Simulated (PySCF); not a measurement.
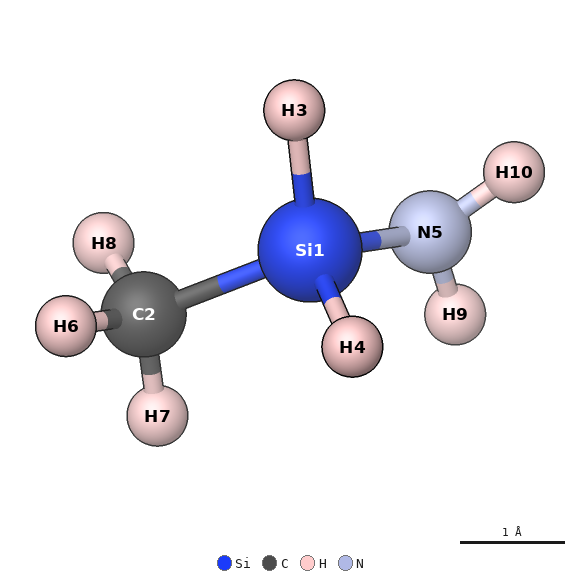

Orthographic view. Depth is shown by fading: the farther an atom, the more it takes the colour of the background. The computed structure is the end point of a PBE0-D4/def2-TZVP optimisation. No frequency run is at hand to confirm it as a minimum.

Write a Z-matrix (Å, degrees) in the order of the atom numbers, with these reference atoms: 2 to 1; 3 to 1, 2; 4 to 1, 3, 2; 5 to 1, 3, 4; 6 to 2, 1, 3; 7 to 2, 6, 1; 8 to 2, 6, 7; 9 to 5, 1, 3; 10 to 5, 9, 1.

```
Si 
C    1   1.864
H    1   1.489   2   111.7
H    1   1.497   3   107.0   2  -117.8
N    1   1.724   3   106.1   4  -122.9
H    2   1.093   1   110.6   3   -62.5
H    2   1.094   6   107.5   1   121.2
H    2   1.092   6   108.6   7   116.8
H    5   1.008   1   119.7   3  -178.5
H    5   1.007   9   110.3   1   143.8
```
